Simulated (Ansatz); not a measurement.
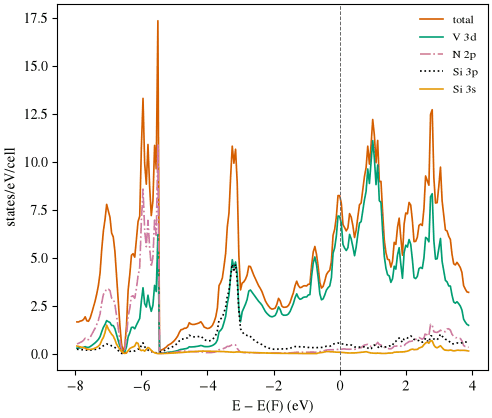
Fig. 1. Total and projected density of states of V2SiN in space group P6_3/mmc (No. 194; V on 4f, Si on 2d, N on 2a), plane-wave PAW PBE (Ansatz code)

Problem. Which orbitals carry the states next to the Fermi level?

Solution. Within 0.5 eV of the Fermi level: V 3d 84 %, Si 3p 7 %. Projections are on Löwdin-orthogonalised atomic valence shells; empty p or d shells of many metals are not among them.

Problem. Where is the tallest occupied peak in this window, and what makes it?

Solution. Near -5.5 eV, about 17 states/eV per cell; the largest projected share is N 2p.

The start of the workflow was typed in or built on a structure type; neither database checked (COD, Materials Project) lists it. Whether it is the stable phase at ambient conditions was not checked. Symmetry was held in the PBE relaxation; whether a distortion lowers the energy is not shown. The workflow began spin-polarised and lost its moments.

Potentials: the earlier of the program's two PAW sets.
